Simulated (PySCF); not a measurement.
# C₂H₅FSSi₂: NMR shifts at several levels of theory, part 1 of 2

How much do the NMR shifts of C₂H₅FSSi₂ (`C#C[Si@H](F)S[SiH3]`) depend on the level of theory, and what does each level cost?

Programs: PySCF 2.14.0, with density-fitted response routines of our own. Each step states its level of theory. These are calculated values for one molecule in the gas phase, unless marked as measured. Atoms count from 0, in the outputs and in this text.

## (1) Starting geometry

11 atoms, charge 0, multiplicity 1; geometry from: PBE0-D3(BJ)/def2-SVP.

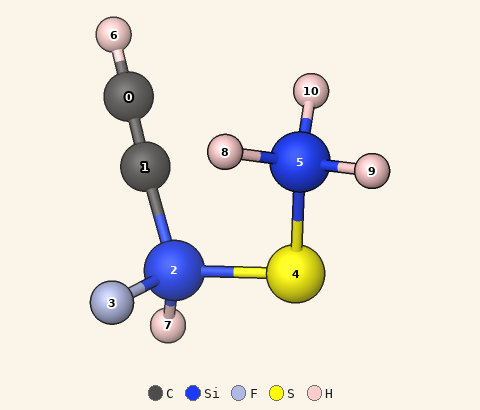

As it starts; carbon dark grey, silicon blue, fluorine light blue, sulfur yellow, hydrogen pink, atoms numbered.

## (2) Shielding tensors: HF/pcSseg-1

What the job is given:

```
{"job": {"kind": "nmr", "xc": "HF", "basis": "pcSseg-1", "pop": false}, "charge": 0, "multiplicity": 1}
C     -1.899815     1.462841    -0.075818
C     -1.517281     0.307784    -0.071845
Si    -0.881946    -1.401245    -0.090722
F     -0.946434    -1.950253     1.432540
S      1.107601    -1.433244    -0.826824
Si     1.876163     0.405299     0.019317
H     -2.243199     2.482809    -0.081122
H     -1.702252    -2.302494    -0.929255
H      1.446407     0.551729     1.438364
H      3.357188     0.266955    -0.062890
H      1.432785     1.583828    -0.776774
```

Level: GIAO HF/pcSseg-1 NMR shielding, non-relativistic, gas phase.

Command:

```sh
OMP_NUM_THREADS=1 python probes_run.py task.json out
```

The driver reads the jobs from task.json and runs them one after another.

The log of the run:

```text
final grid: 96480 points
cycle   1  E = -1153.3544349901  dE =  4.578e-01  |g| = 6.002e-01  |ddm| = 3.088e+00
cycle   2  E = -1153.4413062199  dE = -8.687e-02  |g| = 3.201e-01  |ddm| = 8.045e-01
cycle   3  E = -1153.4582054823  dE = -1.690e-02  |g| = 6.735e-02  |ddm| = 2.845e-01
cycle   4  E = -1153.4596892364  dE = -1.484e-03  |g| = 1.731e-02  |ddm| = 1.290e-01
cycle   5  E = -1153.4597981500  dE = -1.089e-04  |g| = 5.067e-03  |ddm| = 3.133e-02
cycle   6  E = -1153.4598077320  dE = -9.582e-06  |g| = 2.067e-03  |ddm| = 8.094e-03
cycle   7  E = -1153.4598098153  dE = -2.083e-06  |g| = 8.352e-04  |ddm| = 3.144e-03
cycle   8  E = -1153.4598103199  dE = -5.045e-07  |g| = 2.678e-04  |ddm| = 1.841e-03
cycle   9  E = -1153.4598104207  dE = -1.008e-07  |g| = 1.360e-04  |ddm| = 6.874e-04
cycle  10  E = -1153.4598104567  dE = -3.601e-08  |g| = 6.258e-05  |ddm| = 3.866e-04
cycle  11  E = -1153.4598104653  dE = -8.607e-09  |g| = 1.674e-05  |ddm| = 2.366e-04
cycle  12  E = -1153.4598104658  dE = -4.643e-10  |g| = 4.154e-06  |ddm| = 6.277e-05
converged SCF energy = -1153.4598104658

GIAO shielding tensors (ppm)
atom      isotropic    diamagn.    paramagn.     s11        s22        s33       span
  0 C       76.857     264.644    -187.787     -6.084      2.794    233.862    239.946
  1 C      110.219     263.392    -153.174     10.012     18.050    302.594    292.582
  2 Si     416.553     873.777    -457.225    370.879    438.025    440.754     69.875
  3 F      368.893     469.891    -100.998    328.728    373.406    404.544     75.817
  4 S      811.066    1060.055    -248.989    680.851    840.007    912.340    231.489
  5 Si     442.371     876.198    -433.827    414.554    438.472    474.087     59.533
  6 H       28.455      31.210      -2.755     23.425     23.962     37.978     14.553
  7 H       26.892      26.673       0.220     23.317     24.022     33.339     10.022
  8 H       27.269      29.994      -2.724     23.508     25.978     32.322      8.815
  9 H       27.303      28.559      -1.256     23.317     24.922     33.670     10.353
 10 H       27.331      30.343      -3.012     23.654     25.868     32.471      8.817
```

Run time: 7 s. Hardware: 1 thread of Arm Neoverse V2, shared host; peak memory 0.92 GiB.

The references, computed at this level on geometries of the same kind, shield at (ppm): 1H TMS 31.69, 13C TMS 190.8, 29Si TMS 393.4, 19F CFCl3 246.4, 33S CS2 514. Their shielding less the atom's gives the shift. The references are single molecules in the gas phase, so shifts against H2O, NH3, PH3, H3PO4 or CFCl3 are not on the usual liquid scales and can be off by tens of ppm. Atoms listed in one row are averaged.

```csv
atoms,environment,σ (ppm),δ (ppm)
C0,terminal alkyne carbon,76.9,114.0
C1,alkyne carbon,110.2,80.6
H7,"hydrogen on a silicon bonded to C, F, S",26.89,4.79
"H8, H9, H10",hydrogen on a silicon bonded to S,27.30,4.38
H6,hydrogen on a terminal alkyne carbon,28.46,3.23
Si2,"silicon bonded to C, F, S, H",416.6,-23.1
Si5,"silicon bonded to S, 3 H",442.4,-48.9
F3,fluorine bonded to Si,368.9,-122.5
S4,sulfur bonded to 2 Si,811,-298
```

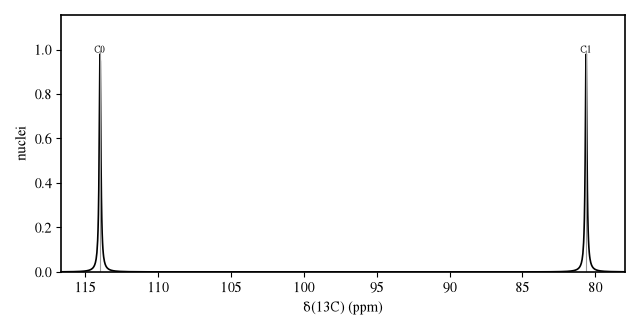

13C lines at the computed shifts, without couplings. Lines are broadened to a width of 0.13 ppm (Lorentzian).

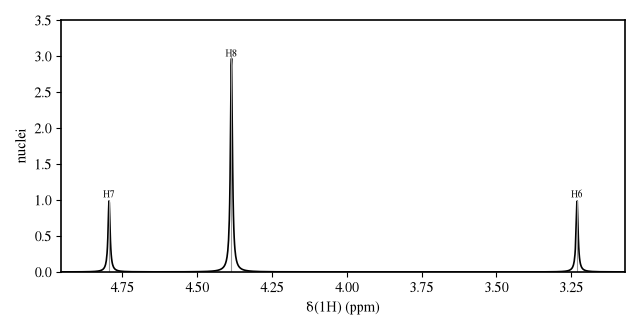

1H lines at the computed shifts, without couplings. Lines are broadened to a width of 0.01 ppm (Lorentzian).

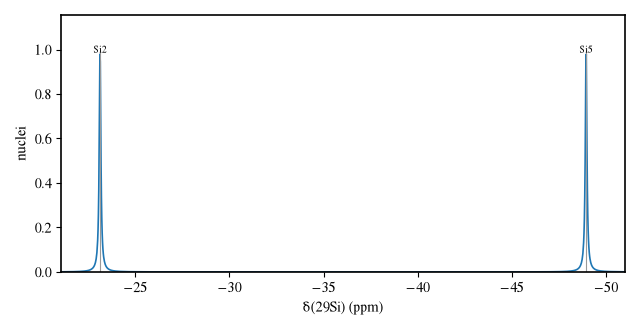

29Si lines at the computed shifts, without couplings. Lines are broadened to a width of 0.10 ppm (Lorentzian).

## (3) Nuclear shieldings: LDA/pcSseg-1

Settings changed since step 2:

```diff
@@ -1,2 +1,2 @@
-{"job": {"kind": "nmr", "xc": "HF", "basis": "pcSseg-1", "pop": false}, "charge": 0, "multiplicity": 1}
+{"job": {"kind": "nmr", "xc": "LDA", "basis": "pcSseg-1", "pop": false}, "charge": 0, "multiplicity": 1}
 C     -1.899815     1.462841    -0.075818
```

With the program's defaults for keys left out, this is: GIAO LDA/pcSseg-1 NMR shielding, non-relativistic, gas phase.

The log of the run:

```text
coarse grid: 11232 points
cycle   1  E = -1151.0915876255  dE =  4.042e-01  |g| = 6.817e-01  |ddm| = 3.284e+00
cycle   2  E = -1150.8762285685  dE =  2.154e-01  |g| = 1.313e+00  |ddm| = 1.798e+00
cycle   3  E = -1151.1746044411  dE = -2.984e-01  |g| = 2.268e-01  |ddm| = 1.262e+00
cycle   4  E = -1151.1834610735  dE = -8.857e-03  |g| = 1.022e-01  |ddm| = 2.558e-01
cycle   5  E = -1151.1850672446  dE = -1.606e-03  |g| = 7.062e-02  |ddm| = 1.059e-01
cycle   6  E = -1151.1862572590  dE = -1.190e-03  |g| = 6.316e-03  |ddm| = 4.992e-02
cycle   7  E = -1151.1862644124  dE = -7.153e-06  |g| = 3.852e-03  |ddm| = 1.245e-02
cycle   8  E = -1151.1862690901  dE = -4.678e-06  |g| = 6.541e-04  |ddm| = 5.598e-03
final grid: 96480 points
cycle   9  E = -1151.2020644675  dE = -1.338e-05  |g| = 1.787e-03  |ddm| = 1.475e-02
cycle  10  E = -1151.2020595579  dE =  4.910e-06  |g| = 4.644e-03  |ddm| = 4.760e-03
cycle  11  E = -1151.2020649326  dE = -5.375e-06  |g| = 1.063e-03  |ddm| = 3.544e-03
cycle  12  E = -1151.2020652246  dE = -2.920e-07  |g| = 2.807e-04  |ddm| = 1.148e-03
cycle  13  E = -1151.2020652412  dE = -1.661e-08  |g| = 9.077e-05  |ddm| = 3.148e-04
cycle  14  E = -1151.2020652425  dE = -1.255e-09  |g| = 1.562e-05  |ddm| = 7.983e-05
cycle  15  E = -1151.2020652425  dE = -5.866e-11  |g| = 5.884e-06  |ddm| = 2.360e-05
converged SCF energy = -1151.2020652425

GIAO shielding tensors (ppm)
atom      isotropic    diamagn.    paramagn.     s11        s22        s33       span
  0 C       69.113     261.602    -192.489    -13.892     -2.853    224.083    237.974
  1 C       91.020     260.502    -169.482    -10.908     -0.921    284.887    295.795
  2 Si     328.297     879.739    -551.442    255.869    348.970    380.053    124.184
  3 F      311.524     467.817    -156.293    253.451    330.332    350.788     97.337
  4 S      696.840    1059.803    -362.964    495.832    760.777    833.910    338.078
  5 Si     373.619     881.155    -507.537    327.146    363.430    430.280    103.134
  6 H       28.119      31.551      -3.432     23.505     24.168     36.686     13.181
  7 H       24.940      26.161      -1.222     21.509     22.223     31.086      9.577
  8 H       25.681      29.261      -3.579     22.006     24.282     30.756      8.750
  9 H       25.820      27.629      -1.810     22.070     23.627     31.762      9.692
 10 H       25.782      29.531      -3.749     22.271     24.150     30.924      8.653
```

Wall time 13 s (1 thread of Arm Neoverse V2, shared host); peak memory 0.92 GiB.

This run: δ C0 111.6, C1 89.7, Si2 -9.9, Si5 -55.3, H7 5.89, H8 5.07 ppm (means over like atoms).

## (4) Shielding tensors: PBE/pcSseg-1

Settings changed since step 3:

```diff
@@ -1,2 +1,2 @@
-{"job": {"kind": "nmr", "xc": "LDA", "basis": "pcSseg-1", "pop": false}, "charge": 0, "multiplicity": 1}
+{"job": {"kind": "nmr", "xc": "PBE", "basis": "pcSseg-1", "pop": false}, "charge": 0, "multiplicity": 1}
 C     -1.899815     1.462841    -0.075818
```

With the program's defaults for keys left out, this is: GIAO PBE/pcSseg-1 NMR shielding, non-relativistic, gas phase.

The log of the run:

```text
coarse grid: 11232 points
cycle   1  E = -1155.4129946037  dE =  4.196e-01  |g| = 7.031e-01  |ddm| = 3.291e+00
cycle   2  E = -1155.1892336244  dE =  2.238e-01  |g| = 1.348e+00  |ddm| = 1.837e+00
cycle   3  E = -1155.5023976636  dE = -3.132e-01  |g| = 2.202e-01  |ddm| = 1.309e+00
cycle   4  E = -1155.5114100041  dE = -9.012e-03  |g| = 8.887e-02  |ddm| = 2.540e-01
cycle   5  E = -1155.5121588397  dE = -7.488e-04  |g| = 7.496e-02  |ddm| = 1.019e-01
cycle   6  E = -1155.5135376780  dE = -1.379e-03  |g| = 6.335e-03  |ddm| = 5.143e-02
cycle   7  E = -1155.5135459819  dE = -8.304e-06  |g| = 3.414e-03  |ddm| = 1.180e-02
cycle   8  E = -1155.5135496817  dE = -3.700e-06  |g| = 6.776e-04  |ddm| = 5.180e-03
final grid: 96480 points
cycle   9  E = -1155.5702850948  dE = -1.590e-05  |g| = 8.527e-03  |ddm| = 3.108e-02
cycle  10  E = -1155.5702440918  dE =  4.100e-05  |g| = 1.428e-02  |ddm| = 2.836e-02
cycle  11  E = -1155.5703012747  dE = -5.718e-05  |g| = 3.603e-03  |ddm| = 1.939e-02
cycle  12  E = -1155.5703045455  dE = -3.271e-06  |g| = 9.785e-04  |ddm| = 2.841e-03
cycle  13  E = -1155.5703047973  dE = -2.518e-07  |g| = 1.897e-04  |ddm| = 1.157e-03
cycle  14  E = -1155.5703048068  dE = -9.489e-09  |g| = 3.294e-05  |ddm| = 2.265e-04
cycle  15  E = -1155.5703048071  dE = -2.888e-10  |g| = 1.013e-05  |ddm| = 5.387e-05
converged SCF energy = -1155.5703048071

GIAO shielding tensors (ppm)
atom      isotropic    diamagn.    paramagn.     s11        s22        s33       span
  0 C       75.724     259.931    -184.206     -5.593      4.967    227.800    233.394
  1 C       97.181     260.759    -163.578     -1.464      7.858    285.147    286.611
  2 Si     351.878     879.398    -527.519    283.719    372.249    399.667    115.948
  3 F      316.080     468.064    -151.984    261.025    331.818    355.395     94.370
  4 S      710.994    1060.062    -349.068    534.364    762.637    835.982    301.617
  5 Si     388.340     880.393    -492.053    346.420    379.845    438.756     92.336
  6 H       28.466      32.504      -4.038     23.782     24.439     37.179     13.396
  7 H       25.584      26.586      -1.002     22.173     22.878     31.701      9.528
  8 H       26.263      29.788      -3.524     22.652     24.886     31.252      8.600
  9 H       26.409      28.129      -1.721     22.699     24.208     32.319      9.620
 10 H       26.342      30.009      -3.667     22.872     24.744     31.408      8.536
```

Wall time 16 s (1 thread of Arm Neoverse V2, shared host); peak memory 0.92 GiB.

Key values: δ C0 104.3, C1 82.9, Si2 -17.3, Si5 -53.7, H7 5.61, H8 4.86 ppm (means over like atoms).

## (5) NMR shieldings: BLYP/pcSseg-1

Settings changed since step 4:

```diff
@@ -1,2 +1,2 @@
-{"job": {"kind": "nmr", "xc": "PBE", "basis": "pcSseg-1", "pop": false}, "charge": 0, "multiplicity": 1}
+{"job": {"kind": "nmr", "xc": "BLYP", "basis": "pcSseg-1", "pop": false}, "charge": 0, "multiplicity": 1}
 C     -1.899815     1.462841    -0.075818
```

Level: GIAO BLYP/pcSseg-1 NMR shielding, non-relativistic, gas phase.

The log of the run:

```text
coarse grid: 11232 points
cycle   1  E = -1156.0309784028  dE =  4.195e-01  |g| = 7.556e-01  |ddm| = 3.294e+00
cycle   2  E = -1155.7649034395  dE =  2.661e-01  |g| = 1.469e+00  |ddm| = 2.001e+00
cycle   3  E = -1156.1342610843  dE = -3.694e-01  |g| = 2.305e-01  |ddm| = 1.431e+00
cycle   4  E = -1156.1444177337  dE = -1.016e-02  |g| = 8.100e-02  |ddm| = 2.655e-01
cycle   5  E = -1156.1444802885  dE = -6.255e-05  |g| = 8.216e-02  |ddm| = 1.039e-01
cycle   6  E = -1156.1461655829  dE = -1.685e-03  |g| = 7.634e-03  |ddm| = 5.535e-02
cycle   7  E = -1156.1461787982  dE = -1.322e-05  |g| = 3.845e-03  |ddm| = 1.350e-02
cycle   8  E = -1156.1461834177  dE = -4.619e-06  |g| = 7.136e-04  |ddm| = 5.544e-03
final grid: 96480 points
cycle   9  E = -1156.2002860323  dE = -1.332e-05  |g| = 5.412e-03  |ddm| = 2.114e-02
cycle  10  E = -1156.2002715643  dE =  1.447e-05  |g| = 1.006e-02  |ddm| = 1.444e-02
cycle  11  E = -1156.2002913724  dE = -1.981e-05  |g| = 2.222e-03  |ddm| = 9.521e-03
cycle  12  E = -1156.2002924134  dE = -1.041e-06  |g| = 9.808e-04  |ddm| = 2.112e-03
cycle  13  E = -1156.2002926338  dE = -2.205e-07  |g| = 1.766e-04  |ddm| = 7.242e-04
cycle  14  E = -1156.2002926405  dE = -6.683e-09  |g| = 3.870e-05  |ddm| = 2.035e-04
cycle  15  E = -1156.2002926410  dE = -4.270e-10  |g| = 1.465e-05  |ddm| = 7.076e-05
converged SCF energy = -1156.2002926410

GIAO shielding tensors (ppm)
atom      isotropic    diamagn.    paramagn.     s11        s22        s33       span
  0 C       73.822     259.695    -185.873     -8.601      1.826    228.241    236.842
  1 C       93.817     259.675    -165.857     -6.653      2.705    285.399    292.052
  2 Si     345.050     879.182    -534.132    276.430    368.312    390.408    113.977
  3 F      315.488     469.016    -153.528    260.029    328.825    357.609     97.580
  4 S      693.153    1060.486    -367.333    519.469    740.985    819.005    299.536
  5 Si     377.584     880.024    -502.440    336.391    368.683    427.679     91.287
  6 H       28.723      32.834      -4.111     24.097     24.733     37.339     13.243
  7 H       25.912      27.127      -1.215     22.502     23.215     32.018      9.516
  8 H       26.545      30.155      -3.610     23.012     25.177     31.445      8.433
  9 H       26.711      28.335      -1.624     23.058     24.533     32.541      9.483
 10 H       26.611      30.324      -3.713     23.195     25.050     31.588      8.393
```

It took 16 s on 1 thread of Arm Neoverse V2, shared host; peak memory 0.92 GiB.

Key values: δ C0 101.5, C1 81.5, Si2 -21.6, Si5 -54.1, H7 5.45, H8 4.74 ppm (means over like atoms).

## (6) Shielding tensors: BP86/pcSseg-1

Settings changed since step 5:

```diff
@@ -1,2 +1,2 @@
-{"job": {"kind": "nmr", "xc": "BLYP", "basis": "pcSseg-1", "pop": false}, "charge": 0, "multiplicity": 1}
+{"job": {"kind": "nmr", "xc": "BP86", "basis": "pcSseg-1", "pop": false}, "charge": 0, "multiplicity": 1}
 C     -1.899815     1.462841    -0.075818
```

Level: GIAO BP86/pcSseg-1 NMR shielding, non-relativistic, gas phase.

The log of the run:

```text
coarse grid: 11232 points
cycle   1  E = -1156.1770815060  dE =  4.180e-01  |g| = 7.070e-01  |ddm| = 3.282e+00
cycle   2  E = -1155.9526771152  dE =  2.244e-01  |g| = 1.355e+00  |ddm| = 1.803e+00
cycle   3  E = -1156.2673912983  dE = -3.147e-01  |g| = 2.175e-01  |ddm| = 1.276e+00
cycle   4  E = -1156.2762524544  dE = -8.861e-03  |g| = 8.581e-02  |ddm| = 2.500e-01
cycle   5  E = -1156.2768888629  dE = -6.364e-04  |g| = 7.401e-02  |ddm| = 1.005e-01
cycle   6  E = -1156.2782434825  dE = -1.355e-03  |g| = 6.555e-03  |ddm| = 5.099e-02
cycle   7  E = -1156.2782525949  dE = -9.112e-06  |g| = 3.493e-03  |ddm| = 1.216e-02
cycle   8  E = -1156.2782564322  dE = -3.837e-06  |g| = 6.650e-04  |ddm| = 5.203e-03
final grid: 96480 points
cycle   9  E = -1156.3357606889  dE = -1.869e-05  |g| = 4.514e-03  |ddm| = 2.917e-02
cycle  10  E = -1156.3357485011  dE =  1.219e-05  |g| = 8.637e-03  |ddm| = 1.119e-02
cycle  11  E = -1156.3357628007  dE = -1.430e-05  |g| = 2.572e-03  |ddm| = 8.150e-03
cycle  12  E = -1156.3357641570  dE = -1.356e-06  |g| = 1.038e-03  |ddm| = 2.267e-03
cycle  13  E = -1156.3357644658  dE = -3.089e-07  |g| = 1.800e-04  |ddm| = 8.524e-04
cycle  14  E = -1156.3357644739  dE = -8.034e-09  |g| = 3.681e-05  |ddm| = 2.313e-04
cycle  15  E = -1156.3357644742  dE = -2.869e-10  |g| = 1.352e-05  |ddm| = 5.933e-05
converged SCF energy = -1156.3357644742

GIAO shielding tensors (ppm)
atom      isotropic    diamagn.    paramagn.     s11        s22        s33       span
  0 C       75.499     260.720    -185.221     -6.079      4.470    228.106    234.185
  1 C       97.283     260.271    -162.988     -1.346      7.973    285.221    286.567
  2 Si     351.442     879.432    -527.990    283.546    372.557    398.223    114.677
  3 F      317.151     468.271    -151.120    262.470    332.199    356.784     94.315
  4 S      708.394    1060.240    -351.846    533.100    758.487    833.595    300.495
  5 Si     386.289     880.363    -494.074    344.694    377.891    436.283     91.589
  6 H       28.509      32.369      -3.860     23.822     24.468     37.236     13.414
  7 H       25.673      26.714      -1.041     22.256     22.967     31.795      9.539
  8 H       26.339      29.879      -3.540     22.730     24.966     31.320      8.590
  9 H       26.489      28.180      -1.691     22.779     24.286     32.401      9.623
 10 H       26.417      30.094      -3.677     22.949     24.833     31.470      8.521
```

Run time: 16 s. Hardware: 1 thread of Arm Neoverse V2, shared host; peak memory 0.92 GiB.

Key values: δ C0 104.2, C1 82.5, Si2 -17.5, Si5 -52.4, H7 5.59, H8 4.85 ppm (means over like atoms).

## (7) Nuclear shieldings: OPBE/pcSseg-1

Settings changed since step 6:

```diff
@@ -1,2 +1,2 @@
-{"job": {"kind": "nmr", "xc": "BP86", "basis": "pcSseg-1", "pop": false}, "charge": 0, "multiplicity": 1}
+{"job": {"kind": "nmr", "xc": "OPBE", "basis": "pcSseg-1", "pop": false}, "charge": 0, "multiplicity": 1}
 C     -1.899815     1.462841    -0.075818
```

Level: GIAO OPBE/pcSseg-1 NMR shielding, non-relativistic, gas phase.

The log of the run:

```text
coarse grid: 11232 points
cycle   1  E = -1155.8803404774  dE =  4.095e-01  |g| = 6.915e-01  |ddm| = 3.327e+00
cycle   2  E = -1155.6752655921  dE =  2.051e-01  |g| = 1.298e+00  |ddm| = 1.752e+00
cycle   3  E = -1155.9668327835  dE = -2.916e-01  |g| = 2.061e-01  |ddm| = 1.256e+00
cycle   4  E = -1155.9747062344  dE = -7.873e-03  |g| = 9.867e-02  |ddm| = 2.465e-01
cycle   5  E = -1155.9761572193  dE = -1.451e-03  |g| = 6.974e-02  |ddm| = 1.051e-01
cycle   6  E = -1155.9773557673  dE = -1.199e-03  |g| = 6.307e-03  |ddm| = 5.023e-02
cycle   7  E = -1155.9773640584  dE = -8.291e-06  |g| = 3.226e-03  |ddm| = 1.137e-02
cycle   8  E = -1155.9773672814  dE = -3.223e-06  |g| = 7.213e-04  |ddm| = 5.258e-03
final grid: 96480 points
cycle   9  E = -1156.0243341296  dE = -9.698e-05  |g| = 2.598e-02  |ddm| = 6.465e-02
cycle  10  E = -1156.0240336135  dE =  3.005e-04  |g| = 4.673e-02  |ddm| = 6.460e-02
cycle  11  E = -1156.0244439382  dE = -4.103e-04  |g| = 5.608e-03  |ddm| = 4.424e-02
cycle  12  E = -1156.0244442313  dE = -2.931e-07  |g| = 5.024e-03  |ddm| = 6.678e-03
cycle  13  E = -1156.0244508587  dE = -6.627e-06  |g| = 6.818e-04  |ddm| = 3.628e-03
cycle  14  E = -1156.0244509811  dE = -1.224e-07  |g| = 1.325e-04  |ddm| = 9.143e-04
cycle  15  E = -1156.0244509861  dE = -4.989e-09  |g| = 2.837e-05  |ddm| = 2.240e-04
cycle  16  E = -1156.0244509864  dE = -2.642e-10  |g| = 5.754e-06  |ddm| = 4.641e-05
converged SCF energy = -1156.0244509864

GIAO shielding tensors (ppm)
atom      isotropic    diamagn.    paramagn.     s11        s22        s33       span
  0 C       84.500     258.690    -174.190      5.828     15.947    231.725    225.896
  1 C      106.078     262.715    -156.637     12.521     20.667    285.048    272.527
  2 Si     378.332     879.564    -501.233    315.455    396.117    423.423    107.969
  3 F      326.623     467.233    -140.609    276.321    340.339    363.210     86.889
  4 S      738.240    1060.313    -322.073    578.288    784.115    852.316    274.027
  5 Si     410.056     880.531    -470.475    370.729    402.791    456.647     85.918
  6 H       28.403      32.885      -4.483     23.577     24.253     37.377     13.800
  7 H       25.703      26.156      -0.453     22.330     23.021     31.758      9.428
  8 H       26.359      29.728      -3.369     22.717     25.007     31.352      8.635
  9 H       26.498      28.170      -1.672     22.769     24.269     32.458      9.689
 10 H       26.430      29.944      -3.514     22.942     24.848     31.500      8.558
```

Run time: 16 s. Hardware: 1 thread of Arm Neoverse V2, shared host; peak memory 0.92 GiB.

In short: δ C0 100.6, C1 79.1, Si2 -18.0, Si5 -49.8, H7 5.53, H8 4.80 ppm (means over like atoms).

(Continued in part 2 of 2.)
